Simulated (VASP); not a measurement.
Band structure of MgI2. These are PBE GGA, VASP's PBE PAW potentials (set 64) (plane waves; VASP) values and carry that method's errors.

The cell holds a wide vacuum, so values per volume refer to the whole cell. Unless said otherwise, spin-orbit coupling is left out, though it shifts the bands of the heavy elements here.

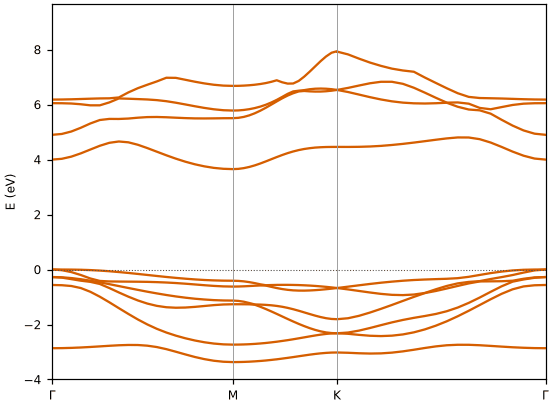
Figure. Bands along high-symmetry lines, zero at the valence-band maximum or, without a gap, the Fermi level

Task: Read the plot: is there a gap, and where are the band edges?

Result: The gap is indirect, 3.65 eV, from the valence maximum at Γ to the conduction minimum at M.

The cell is a sheet with vacuum, built from a generated structure.
